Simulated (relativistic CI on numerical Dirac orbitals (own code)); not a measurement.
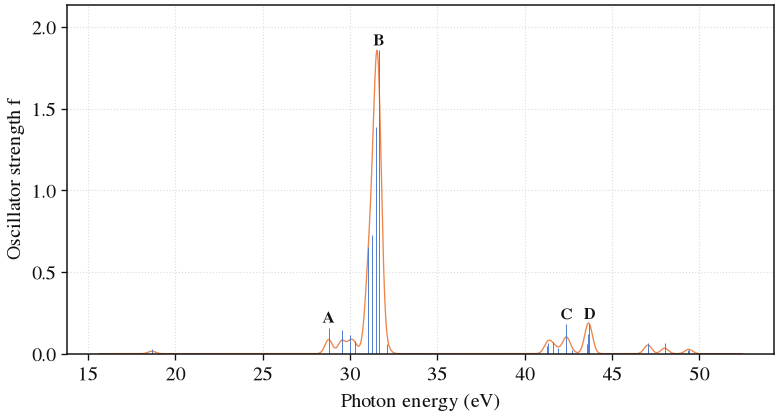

Computed spectrum: absorption lines from the lowest level (oscillator strengths f) of an atom or ion with 35 electrons. Computed by relativistic CI on Dirac orbitals, KLI exchange-only orbitals, Breit term, model QED, valence Slater integrals scaled by 0.85, configurations shifted onto measured levels (in-house radial CI code). The envelope is a Gaussian of full width 0.5 eV, scaled to the tallest stick.

Levels without a good LS label are named by their open jj subshells in square brackets.

Q: Identify the ion and assign the lettered lines.

A: Sr³⁺. A: 4s² 4p⁴ 5s [(4p₃/₂)² 5s] J = 3/2 ← 4s² 4p⁵ ²P°₃/₂, 28.78 eV, f = 0.16; B: 4s² 4p⁴ 4d ²D₅/₂ ← 4s² 4p⁵ ²P°₃/₂, 31.64 eV, f = 1.9; C: 4s² 4p⁴ 5d ²D₅/₂ ← 4s² 4p⁵ ²P°₃/₂, 42.38 eV, f = 0.18; D: 4s² 4p⁴ 5d ²D₅/₂ ← 4s² 4p⁵ ²P°₃/₂, 43.71 eV, f = 0.18.

Limits of the model: shifts are fitted to measured levels, configurations with none paired borrow a shift and can be misplaced by tens of thousands of cm⁻¹; rates and lifetimes follow the computed energies and can be off by orders of magnitude; one shift a configuration: terms inside it, and wavelengths, can be off by thousands of cm⁻¹; the fine structure of a weakly bound d or f electron outside closed shells is too small or inverted; only a limited list of configurations is included, so lower levels can be missing; only lines among the lowest 400 of 1717 levels are drawn, so those from 4s² 4p³ 4d 5s and 4s 4p⁵ 5p are incomplete.
